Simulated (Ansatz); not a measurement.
## Electronic structure of ClGeH₆N₃ (SMILES [NH2][Ge]([NH2])([NH2])[Cl]) in real space

Input file:

```
crystal:
  periodic: [false, false, false]
  atoms:
    - {symbol: Cl, position_ang: [1.161129, 1.514744, 0.177138]}
    - {symbol: Ge, position_ang: [-0.755040, 1.253080, -0.822288]}
    - {symbol: "N", position_ang: [-0.644453, -0.444380, -1.469759]}
    - {symbol: N, position_ang: [-0.860963, 2.723343, -1.889472]}
    - {symbol: N, position_ang: [-2.234196, 1.289427, 0.205516]}
    - {symbol: H, position_ang: [-1.354594, -0.701511, -2.149593]}
    - {symbol: H, position_ang: [0.274637, -0.706201, -1.813544]}
    - {symbol: H, position_ang: [0.017279, 3.001127, -2.317159]}
    - {symbol: H, position_ang: [-1.597405, 2.705145, -2.589443]}
    - {symbol: H, position_ang: [-2.437387, 2.178030, 0.652098]}
    - {symbol: H, position_ang: [-2.328404, 0.524872, 0.866525]}
basis:
  gaussian:
    orbitals: def2-SVPD
hamiltonian:
  xc: pbe0
output:
  forces: true
  orbitals: {seedname: orbitals}
```

Run with:

```sh
ansatz run input.yaml --threads 2 --pin off --max-ram 5220MiB --events-out events.jsonl --progress --plain --runs-dir runs
```

Geometry: PBE0-D4/def2-SVP.

Computed with isolated molecule in a Gaussian basis; Kohn-Sham density functional theory, functional PBE0 (Ansatz).

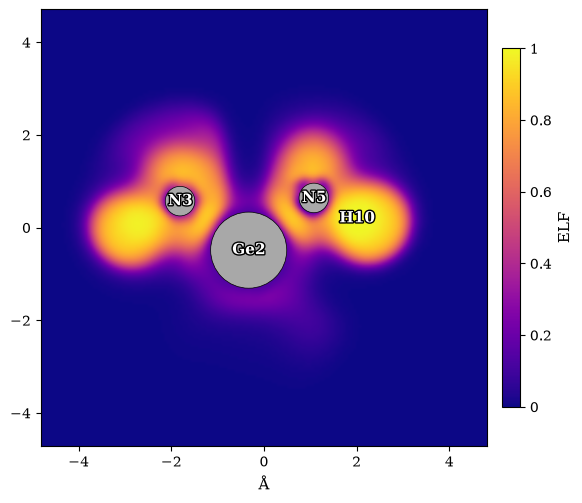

Figure 1. Electron localisation function on the plane of atoms Ge2, N5 and H10. Grey discs cover the atomic cores.

Q: Interpret the plot.

A:
- The section cuts through Ge, N and H sites.
- Ge–N (1.80 Å): the ELF peaks at about 0.90 in the valence shell of N, 0.6 Å from its nucleus, and is about 0.50 at the midpoint.
- N–H (1.02 Å): the ELF climbs to about 1 towards the hydrogen, as it does in any bond to H: an ordinary covalent bond to hydrogen.

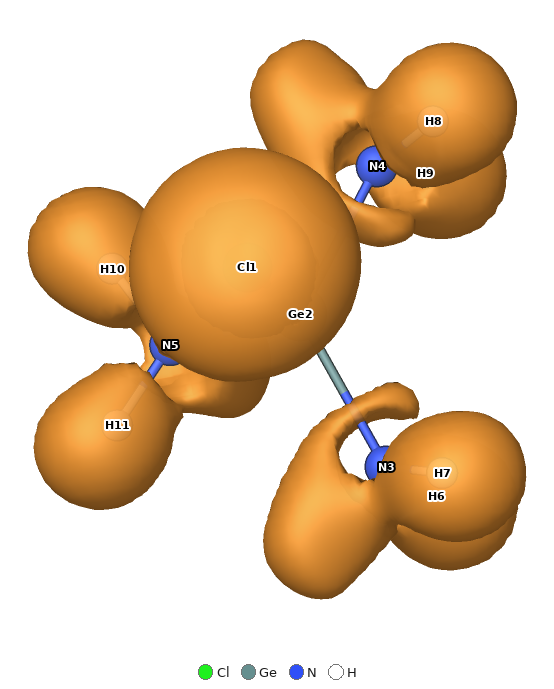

Figure 2. Isosurface of the electron localisation function at 0.8 (orange), seen at a tilt. Core shells and regions of very low density are left out.

Q: Where are the electrons localised?

A: The ELF exceeds this value in one region wrapped around Cl (its valence shell) and three joined regions spread over several atoms (H, N), in which their bonds and any lone pairs are merged. Along the contacts the grid gives the following. Ge–Cl (2.18 Å): the ELF peaks at about 0.85 in the valence shell of Cl, 0.8 Å from its nucleus, and is about 0.65 at the midpoint.

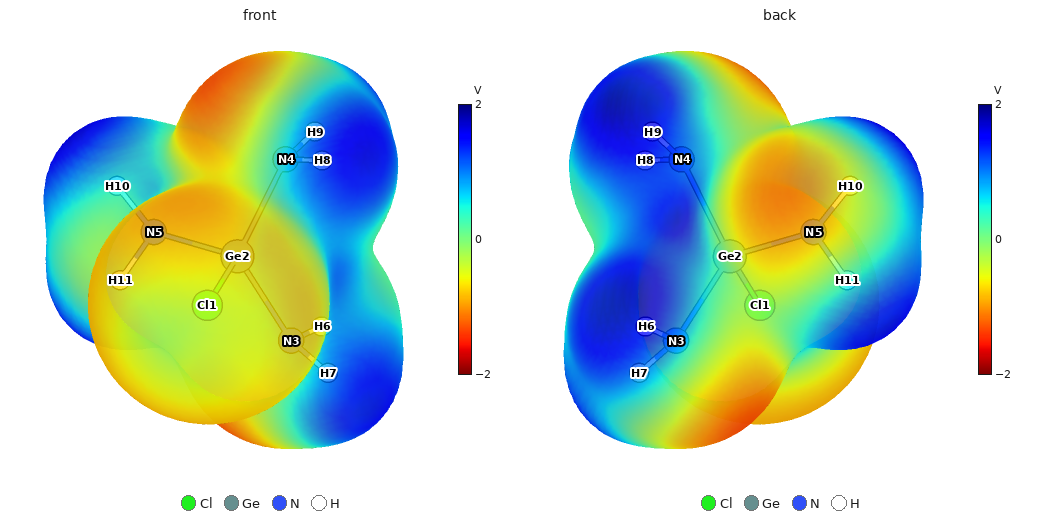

Figure 3. The molecular electrostatic potential painted on the density surface at 0.002 e/bohr³, seen from the front and from behind; the colour scale runs from red (negative) to blue (positive).

Q: Where is the surface potential most negative and most positive?

A: The most negative region (about −1.3 V) lies over N3 and N4, the most positive (about +1.8 V) over H6 and H9.
